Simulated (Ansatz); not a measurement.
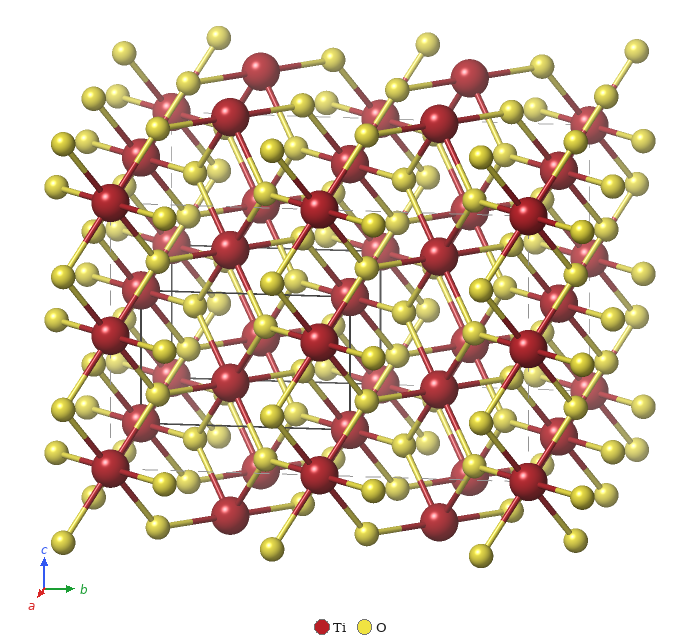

The compound is TiO₂ (space group P4_2/mnm, No. 136), taken as the input geometry of an electronic-structure calculation (not necessarily at equilibrium).

Bonds are taken as O–Ti below 2.2 Å. Atoms with one bond or none are removed and atoms with two bonds are replaced by edges, until no such atom is left.

> What kind of net remains, and which atoms are its nodes?

A binodal (3,6)-connected, three-periodic net: O is a 3-connected node; Ti is a 6-connected node, in the ratio 2:1.

> Does the net have a name?

It is the rtl net, known from rutile.

> Is the net interpenetrated?

It is a single net, without interpenetration.

> Give the point symbol of each node (shortest cycle at each angle).

O: 4·6²; Ti: 4²·6¹⁰·8³.

The simplified net, drawn on the atoms' positions. Nodes are coloured by element. Short stubs are edges that leave the cut-out.

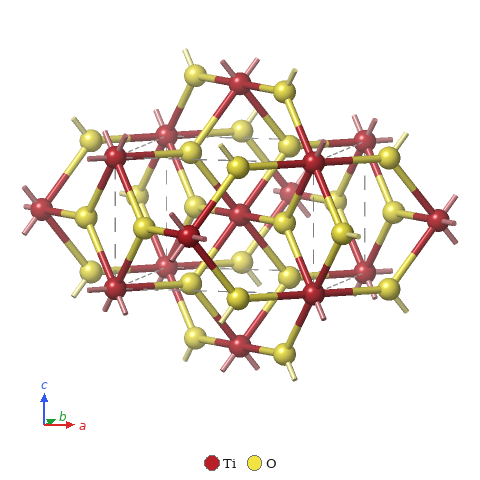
